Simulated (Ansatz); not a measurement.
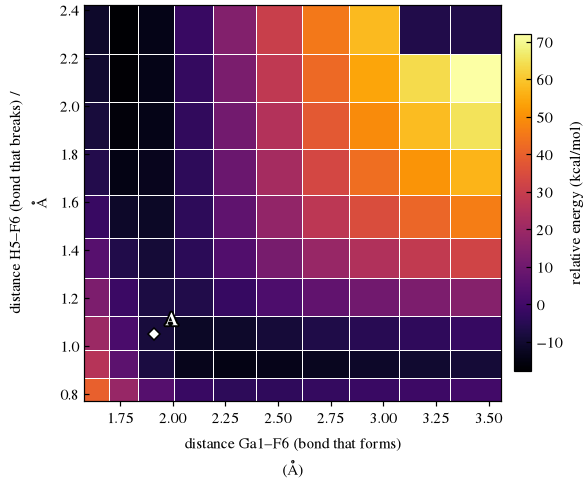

The reacting system FGaH4S (fragments GaH₃S + FH where the first distance is long, FGaH₄S where the second is long). First axis: distance Ga1–F6 (bond that forms). Second axis: distance H5–F6 (bond that breaks). Relaxed at each point: all other coordinates. The scan uses a 10 × 10 grid. Points are written as (first, second). Energies: kcal/mol, counted from a guessed transition structure relaxed with its forming and breaking bonds held. Energies and slopes of some neighbouring points disagree (a jump in structure or state, or too coarse a mesh). The reference is spin-restricted, so regions where a bond is pulled apart into radicals lie too high. Computed with RKS BHLYP-D4/def2-SVP (Ansatz).

Drawn: one coloured cell a grid point, the point A.

Question: Which way does the force act at A, and how strong is it?

Answer: A, at (1.913 Å, 1.048 Å), is not a stationary point. The computed force is 36 kcal/mol for each Å towards larger values of the first coordinate and 13 kcal/mol for each Å towards smaller values of the second coordinate.
